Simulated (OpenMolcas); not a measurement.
**Ta⁴⁺ among point charges: CASSCF levels and susceptibility**

How does a field of 6 point charges split the states of Ta⁴⁺, and what χT follows?

Program: OpenMolcas 26.06. Level of theory: state-averaged CASSCF, spin-orbit coupling by RASSI with atomic mean-field integrals. These are calculated values, not measurements, unless marked.

1 further run of the same task is left out (it didn't finish).

### Step 1. The atom as given

| Item | Value |
| --- | --- |
| Species | Ta⁴⁺ (tantalum, Z = 73, 69 electrons) |
| Basis | ANO-RCC-VDZP [7s6p4d2f1g], 68 functions |
| Scalar Hamiltonian | DKH2, point nucleus |
| Inactive shells | 1s 2s 2p 3s 3p 3d 4s 4p 4d 4f 5s 5p |
| Active space | 1 electron in 5 orbitals (5d) |
| Some configurations of this space | 5d |
| Orbitals | optimised for each spin and parity, averaged over all roots |

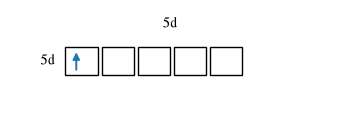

Outer shells as boxes.

The ion sits among 6 point charges of -1.7 e arranged as a tetragonal octahedron (D4h), 1.83 Å from the ion, with the axial distance 1.757 Å. The active orbitals were held to one l.

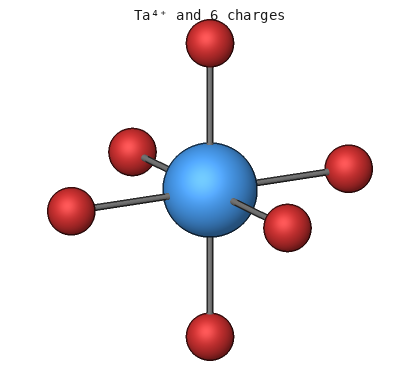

The ion and the point charges (red).

Each step is its own input file, run in one work folder so that later steps find the files of earlier ones. Labels, J, g values, rates, χT and fits are worked out afterwards by a script from the matrices that RASSI stores. The input lists half of the charges; inversion (Group=XYZ) makes the rest.

### Step 2. One- and two-electron integrals

The input, a.inp:

```
&GATEWAY
Coord
1

Ta 0.0 0.0 0.0
Basis=ANO-RCC-VDZP
Group=XYZ
NoMove
AngMom=0.0 0.0 0.0
AMFI
XField
3 Angstrom 0
1.830000 0.000000 0.000000 -1.700000
0.000000 1.830000 0.000000 -1.700000
0.000000 0.000000 1.756800 -1.700000
&SEWARD
```

The run is started by

```
$ OMP_NUM_THREADS=1 MOLCAS_MEM=1689 MOLCAS_PROJECT=a pymolcas a.inp > a.log
```

### Step 3. Reference wave functions, doublets of even parity, 5 roots

The input, a.inp:

```
&RASSCF
FileOrb=start.orb
Symmetry=1
Spin=2
nActEl=1 0 0
Inactive=15 19
Ras2=5 0
CIRoot=5 5 1
SDav=5
CIMx=300
Iter=120 100
PrWF=0.3
OrbListing=Nothing
MaxOrb=0
SupSym
1
20 4 5 6 7 8 10 11 12 13 14 16 17 18 19 20 23 24 25 26 27
0
>>> COPY $Project.JobIph JOB001
```

start.orb holds the contracted functions of the basis, ordered by shell, or the orbitals of the step before.

### Step 4. RASSI: spin-orbit coupling between the states

The input, a.inp:

```
&RASSI
NrOfJobIphs=1 5
1 2 3 4 5
IphNames
JOB001
EJob
SpinOrbit
DIPRint=1.0
SOCoupling=1000.0
Subsets=2
Property=9
'ANGMOM' 1 'ANGMOM' 2 'ANGMOM' 3 'MLTPL  1' 1 'MLTPL  1' 2 'MLTPL  1' 3
'AMFI' 1 'AMFI' 2 'AMFI' 3
SOProperty=3
'ANGMOM' 1 'ANGMOM' 2 'ANGMOM' 3
```

**Question.** What will these runs give? Wanted: spin-free ground state; first state of the same spin within the active space; lowest level; next level.

**Answer**, as computed:

| quantity | value |
| --- | --- |
| method | CASSCF |
| spin-free ground state | 2B2, 1-fold in its orbital part |
| first state of the same spin within the active space | 2E at 1810 cm⁻¹ |
| lowest level | 2-fold E3/2, g = 0.17, 0.69, 0.69 |
| next level | 1410.0 cm⁻¹ |
| χT at 300 K | 0.07 cm³ K/mol |
| effective moment at 300 K | 0.76 μB |

What this shows: The spin-free ground state (2B2) comes to 100 % from free-ion D terms and keeps the highest spin of the shell. χT at 300 K is 0.07, against 0.38 cm³ K/mol for the spin alone, so orbital moment lowers it. The field of point charges can differ much from that of real complexes. Point charges carry no covalency, so the field is a model and not that of real ligands.
